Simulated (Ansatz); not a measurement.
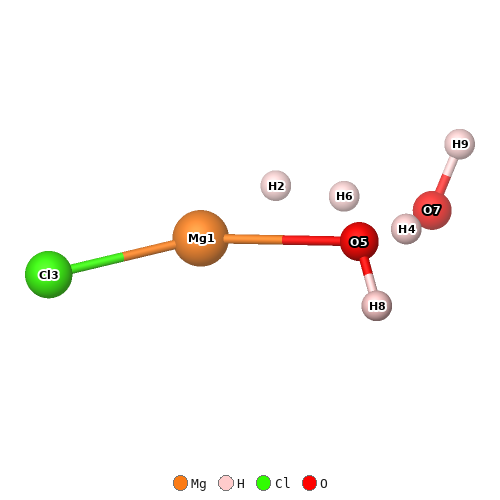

The system is the reacting system ClH₅MgO₂ (fragments ClH₃MgO + H₂O where the first distance is long, ClH₃MgO₂ + H₂ where the second is long); the picture shows the reference structure. 
- Coordinates scanned: (1) distance H2–H6 (bond that forms); (2) distance Mg1–H2 (bond that breaks).
- Relaxed at each point: all other coordinates.
- The grid has 13 × 13 points.
- Points are written as (first, second).
- All energies are given in kJ/mol relative to a guessed transition structure relaxed with its forming and breaking bonds held.
- Energies and slopes of some neighbouring points disagree (a jump in structure or state, or too coarse a mesh). The reference is spin-restricted, so regions where a bond is pulled apart into radicals lie too high.
- These are results of RKS PBE-D4/def2-SVP in Ansatz, not measurements.

Its coordinates:

```csv
atom,x (Å),y (Å),z (Å)
Mg,-0.6407,1.1101,-1.1181
H,0.1194,-0.9943,-1.4807
Cl,-1.6695,2.6534,-2.3225
H,0.3346,-0.3329,1.0834
O,0.1109,0.9175,1.1707
H,0.3020,-1.2394,-0.5449
O,0.5360,-1.5280,0.6799
H,-0.6007,1.0497,1.8255
H,1.5081,-1.6361,0.7066
```

Range: distance H2–H6 (bond that forms) from 0.666 to 1.866 Å; distance Mg1–H2 (bond that breaks) from 1.548 to 3.048 Å.

> What will the energy surface look like?

The lowest grid point is at (0.794 Å, 2.313 Å), −170 kJ/mol from a guessed transition structure relaxed with its forming and breaking bonds held. Other grid points that lie below all their neighbours: (1.504 Å, 1.813 Å) (47 kJ/mol higher). The energy also falls towards the edge at (1.866 Å, 3.048 Å) (16 kJ/mol above the lowest), where a further well may lie outside the range. The highest grid point, (1.866 Å, 2.452 Å), lies 128 kJ/mol above the lowest.

```csv
"second ↓, first →",0.666,0.720,0.794,0.878,0.970,1.068,1.171,1.278,1.389,1.504,1.621,1.742,1.866
3.048,−144,−161,−166,−154,−129,−96,−140,−146,−150,−152,−154,−154,−154
2.893,−145,−162,−167,−155,−130,−98,−132,−138,−143,−147,−149,−150,−151
2.742,−146,−164,−168,−156,−131,−100,−123,−131,−137,−141,−144,−146,−148
2.595,−147,−165,−169,−157,−133,−103,−114,−123,−130,−135,−139,−143,−145
2.452,−148,−166,−170,−158,−83,−66,−55,−53,−53,−51,−49,−46,−43
2.313,−148,−166,−170,−158,−89,−76,−69,−71,−72,−71,−69,−67,−64
2.179,−147,−165,−169,−157,−95,−85,−84,−88,−89,−89,−88,−86,−83
2.050,−144,−162,−166,−154,−99,−93,−97,−102,−104,−105,−104,−102,−100
1.928,−138,−156,−161,−149,−102,−100,−107,−113,−116,−117,−116,−115,−113
1.813,−129,−147,−151,−140,−100,−103,−112,−119,−122,−123,−123,−122,−120
1.708,−115,−133,−137,−125,−93,−101,−111,−118,−121,−123,−123,−122,−121
1.615,−97,−114,−118,−106,−80,−92,−102,−109,−113,−115,−116,−115,−114
1.548,−79,−96,−100,−87,−65,−79,−90,−97,−102,−104,−104,−104,−103
```

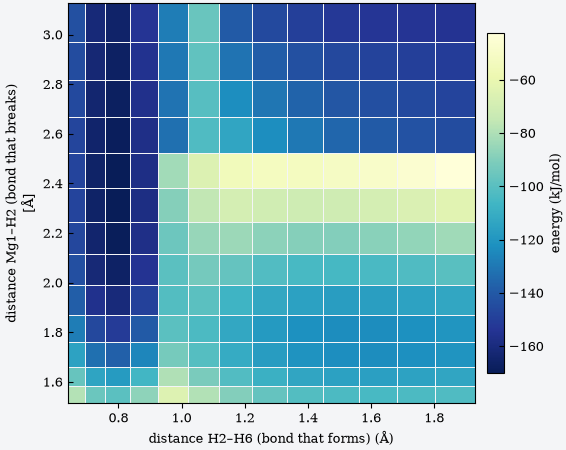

The picture shows one coloured cell a grid point.

Each point was launched as `ansatz run input.yaml --threads 1 --pin off --max-ram 2560MiB --backend cpu --events-out ev --progress --plain --runs-dir out`. The whole map (169 points run) took 36 min on 1 thread of Arm Neoverse V2, on a shared host.
